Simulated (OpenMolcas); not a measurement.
# How basis sets differ on AlBH3Cl (SMILES [AlH2][BH]Cl)

AlBH3Cl: 6 atoms, total charge 0, spin state singlet. As SMILES, `[AlH2][BH]Cl`. Geometry: a GFN2-xTB relaxation, a rough one for these elements and not checked as a minimum.

Each level gives the HOMO–LUMO gap (eV). The values are calculated.

```
            level          kind     program  value (eV)
HF/ANO-R0 (sfX2C)  Hartree–Fock  OpenMolcas        9.45
        HF/STO-3G  Hartree–Fock  OpenMolcas       13.13
         HF/3-21G  Hartree–Fock  OpenMolcas       10.07
      HF/def2-SVP  Hartree–Fock  OpenMolcas       10.22
```

The values span 9.45 to 13.13 eV. A Hartree–Fock LUMO above zero doesn't converge with the basis: it sinks as sets grow more diffuse. Orbital gaps aren't excitation energies.

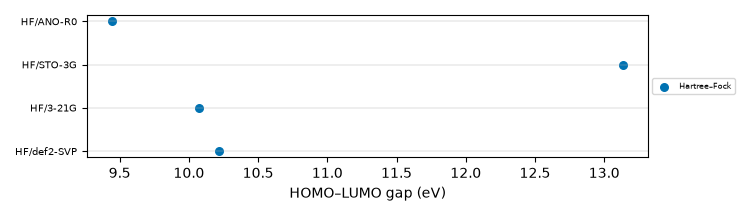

The values of the table, level by level.
